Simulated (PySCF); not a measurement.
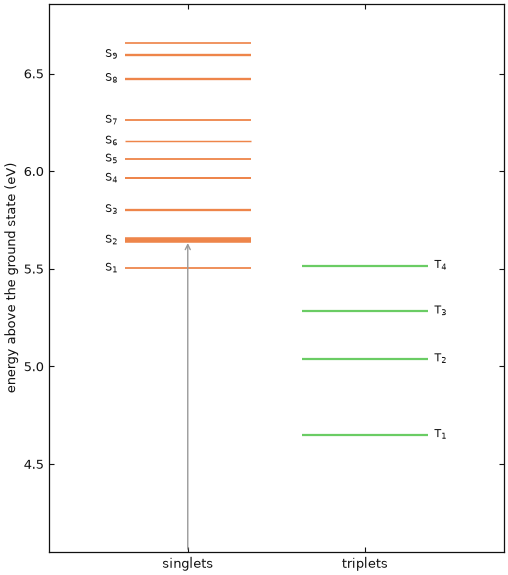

State diagram of C₄H₇As, SMILES C#CC[AsH]C. Vertical TDDFT excitations, PBE/def2-SVPD in PySCF, at a PBE0-D3(BJ)/def2-SVP geometry (no frequency check), gas phase. Triplets in the Tamm-Dancoff approximation; only the lowest 10 singlets and 4 triplets were computed. Thicker singlet lines are brighter; the arrow marks the brightest. S0, at zero, lies below the range drawn.

Question: What are the energy, strength and character of the state that the arrow marks?

Answer: S2 at 5.65 eV (220 nm), f = 0.161, mainly HOMO → LUMO (66 %).

Question: What character does the calculation give T1?

Answer: Mainly HOMO → LUMO (93 %).

Question: What is the vertical gap between S1 and T1?

Answer: 0.85 eV: S1 at 5.50 eV, T1 at 4.65 eV.

Known limits of this run: states above the negative HOMO energy depend on the basis; one conformer of a flexible molecule; core orbitals are frozen in the response.
